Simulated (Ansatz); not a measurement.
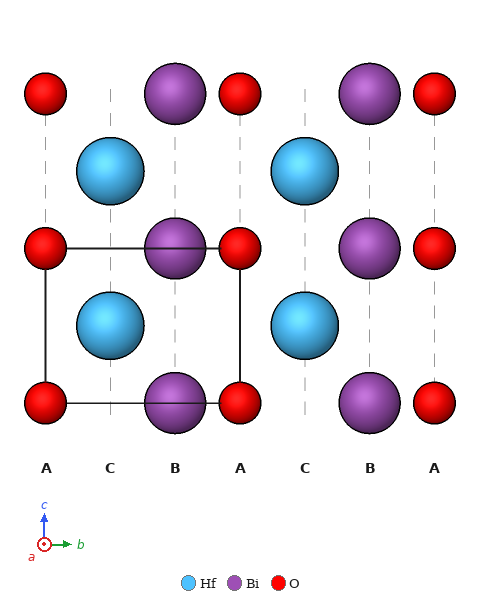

Projection along an edge of the hexagonal mesh, stacking direction c upwards. The dashed lines mark the three columns A (0, 0), B (1/3, 2/3) and C (2/3, 1/3). The sequence starts with the first layer at or above the cell's origin.

HfBiO (space group P-6m2, No. 187). Coordinates: the geometry relaxed with Ansatz 0.2.0, DFT PBE, scalar-relativistic, plane waves, PAW; the starting structure was generated, so it need not be a known form of this composition.

Q: Give the sequence of layers in one repeat, with element and column.

A: O(A)+Bi(B) – Hf(C) (two layers in 3.15 Å).
